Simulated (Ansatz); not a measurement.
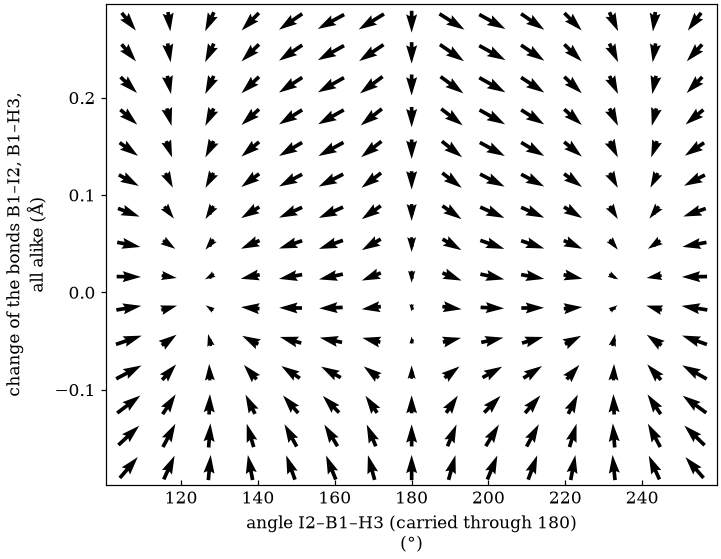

BHI, SMILES [BH]I, spin multiplicity 2. 
- First axis: angle I2–B1–H3 (carried through 180). Second axis: change of the bonds B1–I2, B1–H3, all alike.
- Nothing is relaxed (all other coordinates rigid).
- The scan uses a 15 × 15 grid; 120 points were computed and 105 follow by symmetry.
- Points are written as (first, second).
- Method: UKS B3LYP-D4/def2-TZVP in Ansatz 0.2.0.

In the figure: dots at the grid points, arrows along the force (downhill), their lengths compressed.

Question: The arrows alone are given. Where are the wells?

Answer: The arrows converge at about (124°, 0.000 Å); about (235°, 0.00 Å) (read from the interpolated surface).

The energy map of the same scan:

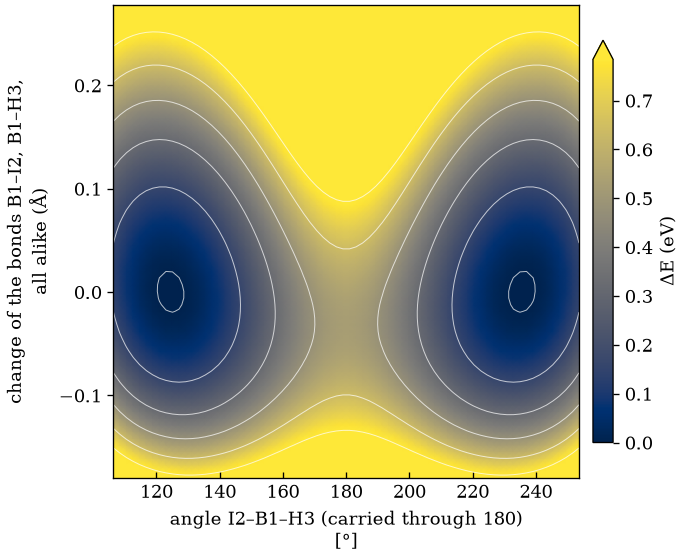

Energies are in eV, from the lowest grid point; between grid points the surface is interpolated.
